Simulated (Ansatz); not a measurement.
NaPtN

Input

```
crystal:
  lattice:
    - [1.87460169, 1.08230179, 6.21948999]
    - [-1.87460169, 1.08230179, 6.21948999]
    - [0.0, -2.16460358, 6.21948999]
  atoms:
    - { symbol: Na, position: [0.74157135, 0.74157135, 0.74157135] }
    - { symbol: Na, position: [0.25842865, 0.25842865, 0.25842865] }
    - { symbol: Pt, position: [0.62116735, 0.62116735, 0.62116735] }
    - { symbol: Pt, position: [0.37883265, 0.37883265, 0.37883265] }
    - { symbol: "N", position: [0.13052214, 0.13052214, 0.13052214] }
    - { symbol: "N", position: [0.86947786, 0.86947786, 0.86947786] }
kpoints:
  mp_grid: { grid: [6, 6, 6] }
hamiltonian:
  xc: pbesol
scf:
  occupations: { method: fermi_dirac, width: 0.03 }
relax:
  f_tol: 0.01
  cell: {}
  max_steps: 120
output:
  write_density: true
  write_potential: true
  elf: true
  volumetric_format: npy
```

Run with:

```sh
ansatz run input.yaml --threads 2 --pin off --max-ram 2211MiB --backend cpu --events-out ev --progress --plain --runs-dir out
```

Below, planes, directions and counts refer to the conventional cell (a = 3.21 Å, b = 3.21 Å, c = 30.68 Å, α = 90.00°, β = 90.00°, γ = 120.00°).

The fields are those of the run's last geometry, not of the input's.

Space group R-3m; a structure from a database of computed crystals, not necessarily the ambient phase; started from the YOF-166 prototype, which need not be the ambient phase.

Method: Ansatz, DFT, PBEsol, plane waves, PAW.

Question: What will maps of the valence pseudo-density and electron localisation function show?

Answer: Pt–N (2.05 Å): ρ at the midpoint is about 0.95 e/Å³; the ELF peaks at about 0.80 in the valence shell of N, 0.6 Å from its nucleus, and is about 0.30 at the midpoint.
Na–N (2.44 Å): the density is about 0.16 e/Å³ at the midpoint; the ELF peaks at about 0.85 in the valence shell of N, 0.6 Å from its nucleus, and is about 0.15 at the midpoint (a closed-shell, largely ionic contact).
The ELF has a maximum of about 0.75 in the space between the atoms, 2.4 Å from six Na atoms, on no atom or two-centre bond.

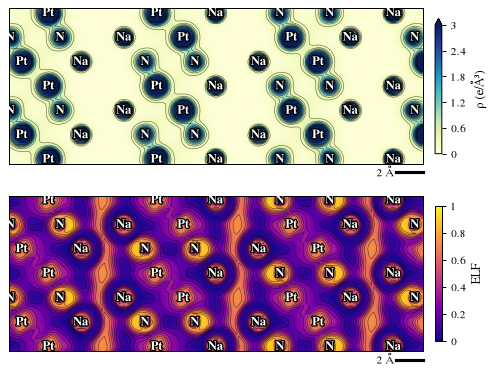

Computed valence pseudo-density and electron localisation function on the (110) plane of the conventional cell, in this order. 
